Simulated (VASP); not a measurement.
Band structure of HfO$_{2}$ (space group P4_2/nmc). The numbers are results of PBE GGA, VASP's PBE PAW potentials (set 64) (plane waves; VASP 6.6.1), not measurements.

The path is coarsely sampled, so an indirect gap can come out somewhat too large. Unless said otherwise, spin-orbit coupling is left out, though it shifts the bands of the heavy elements here.

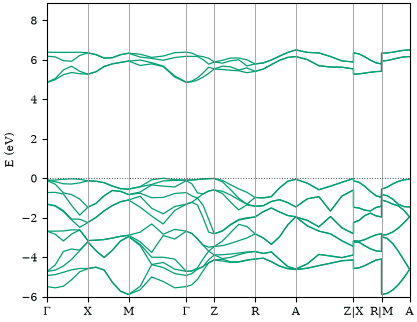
Bands along high-symmetry lines, zero at the valence-band maximum or, without a gap, the Fermi level

Problem. Read the plot: is there a gap, and where are the band edges?

Solution. The gap is indirect, 4.85 eV, from the valence maximum at M-Γ at 0.60 to the conduction minimum at Γ.

The structure comes from a computed database's HfO2 entry; how it stands against other phases isn't given here. The cell was not relaxed at this level.
